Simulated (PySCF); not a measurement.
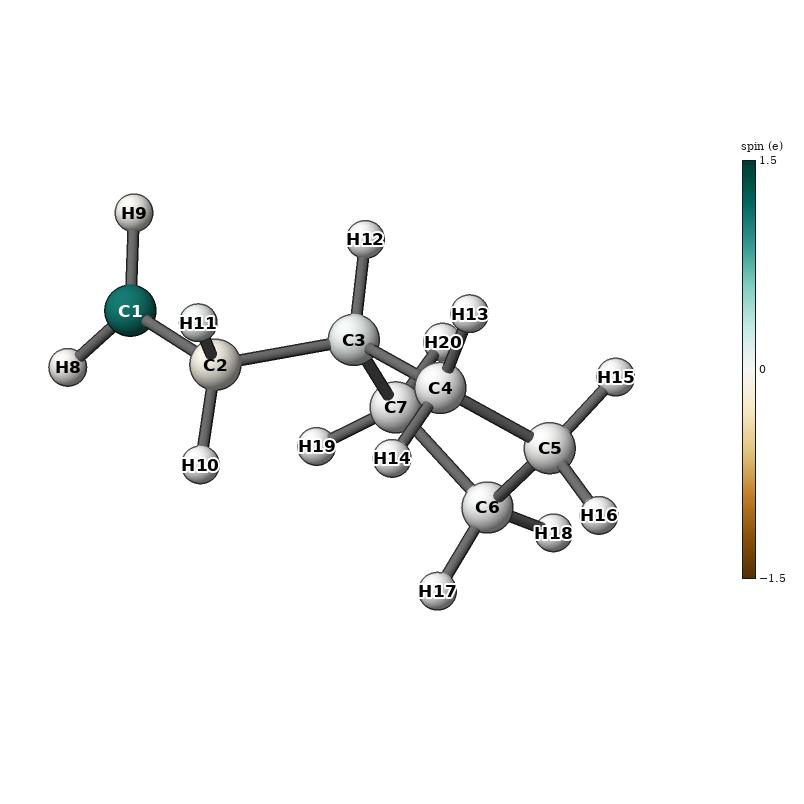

Atoms are coloured by their Mulliken spin populations. Charge 0, doublet. The geometry was computed by an optimisation with GFN2-xTB. No frequency run is at hand to confirm it as a minimum. Properties computed with UKS B3LYP, pcH-1 on C H, non-relativistic (PySCF 2.14.0).

**Which atom carries the largest spin population?**

C1 (1.08 e).

**Which atom has the lowest spin population?**

C2 (−0.09 e); a negative value comes from spin polarisation.

List the Mulliken spin populations.

```
atom  value (e)
  C1       1.08
  C2      −0.09
  C3       0.04
  C4       0.00
  C5       0.00
  C6       0.00
  C7       0.00
  H8      −0.05
  H9      −0.05
 H10       0.00
 H11       0.05
 H12       0.00
 H13       0.00
 H14       0.00
 H15       0.00
 H16       0.00
 H17       0.00
 H18       0.00
 H19       0.00
 H20       0.00
```

Mulliken values depend strongly on the basis set.
